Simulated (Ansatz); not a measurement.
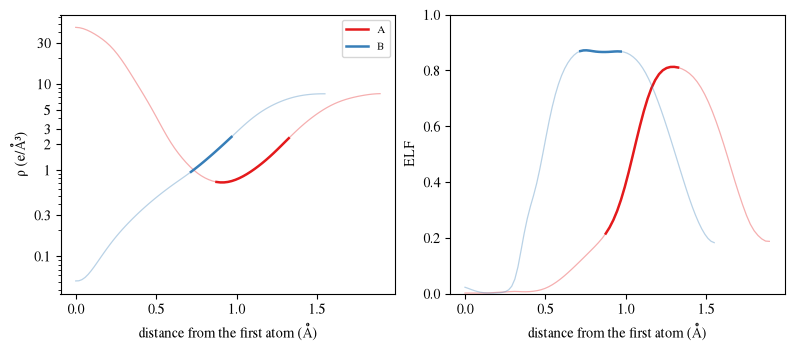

Figure 1: Be₂ZnO₃. Valence charge density (pseudo) and electron localisation function along straight lines between neighbouring atoms. Thin, pale parts lie inside the atomic spheres.

Space group P-62m; a structure generated by program, which may or may not match a known phase.

Theory: DFT PBE, scalar-relativistic, plane waves, PAW (Ansatz 0.2.0).

The density is the valence pseudo-density of a PAW calculation; it isn't the true density close to the nuclei.

**Which curve belongs to which contact (Be–O and Zn–O)? The first atom named is at distance zero.**

Curve A: Zn–O (1.89 Å): ρ at the midpoint is about 0.73 e/Å³; the ELF peaks at about 0.80 in the valence shell of O, 0.6 Å from its nucleus, and is about 0.30 at the midpoint (no shared electron pair shows on this line). Curve B: Be–O (1.55 Å): ρ at the midpoint is about 1.2 e/Å³; the ELF peaks at about 0.85 between the atoms (a shared but strongly polarised pair).
